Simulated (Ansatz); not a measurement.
Response to strain in AlN

The parent structure is AlN in the wurtzite structure (space group P6_3mc, No. 186; a = 3.114 Å, c = 4.983 Å).

Strains are applied to the cell and any free atomic positions relax.

Level of theory: PBEsol (Ansatz, an electronic-structure program, PAW, no spin-orbit coupling).

Notes on the quantities. pressure: mean of the normal stresses, compression positive.

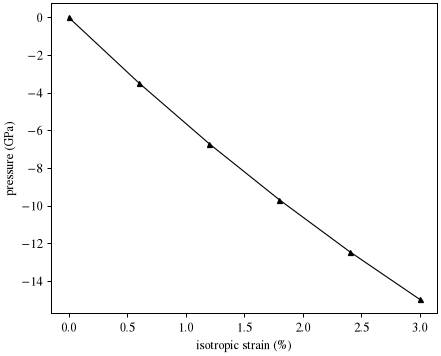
Figure. Pressure against isotropic strain

From the plot, what is the pressure for isotropic strain +0.60 %?

About -3 GPa.

Is the trend monotonic over the range shown?

Yes, it falls throughout, spanning -14.98 GPa to 0.01 GPa.

Whether these cells are dynamically stable was not tested.
